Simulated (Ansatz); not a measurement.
## Fields on a plane of TiO2 (rutile)

```xyz
6
Lattice="4.6435 0.0000 0.0000 0.0000 4.6435 0.0000 0.0000 0.0000 2.9637" Properties=species:S:1:pos:R:3 pbc="T T T"
Ti     0.0000     0.0000     0.0000
Ti     2.3218     2.3218     1.4819
O      1.4168     1.4168     0.0000
O      3.7386     0.9049     1.4819
O      0.9049     3.7386     1.4819
O      3.2267     3.2267     0.0000
```

The slice is a (010) plane (indices of the conventional cell) through the point (0.305, 0.305, 0.000) (fractional), spanned by u = [001] and v = [100] in vectors of this cell: u (2.96 Å) and v (4.64 Å, at 90° to u). It covers one period; positions are fractions (u, v).

Atoms on it: O at (0.00, 0.00). Other atoms lie within 1 Å of the plane.

Level of theory: PBE (plane waves to 420 eV, PAW, scalar-relativistic; Ansatz, an electronic-structure program). k mesh 7×7×11. Inside the PAW spheres the values are not all-electron values, and peaks at nuclei hang on which shells count as valence. The PAW data are Ansatz's earlier set. TiO2 is run without spin polarisation. TiO2 was relaxed with its symmetry unable to fall.

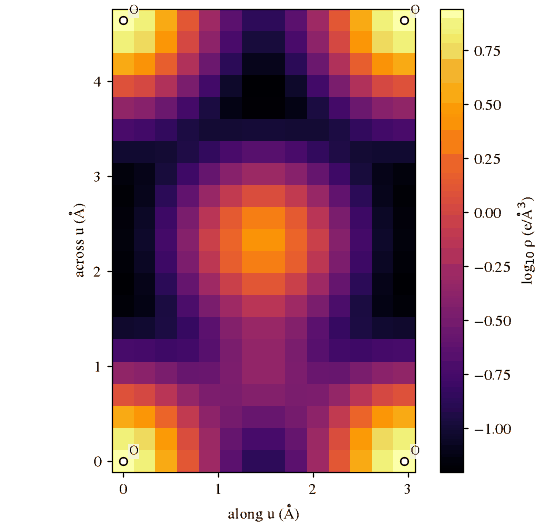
Fig. 1. Log₁₀ of the valence density in e/Å³, one period of the plane, atoms marked. The scale is logarithmic, as a density can span decades between atoms and voids.

```
|5531000000135|
|8631000000136|
|4310000000013|
|1100000000001|
|0000000000000|
|0000001100000|
|0000123321000|
|0000147741000|
|0000259952000|
|0000147741000|
|0000012210000|
|0000000000000|
|0000000000000|
|0000000000000|
|0000000000000|
|1100000000001|
|4310000000013|
|8631000000136|
|5531000000135|
|0121000000121|
```
Scale: ten equal steps from 0.001 (start of '0') to 0.249 (end of '9'), in the order '0123456789'. Values: density of the highest valence band (whole band, smooth part) in e/Å³. The map has 13 points along u (one character each, u = 0 at the left) and 20 along v (v = 0 in the bottom row).
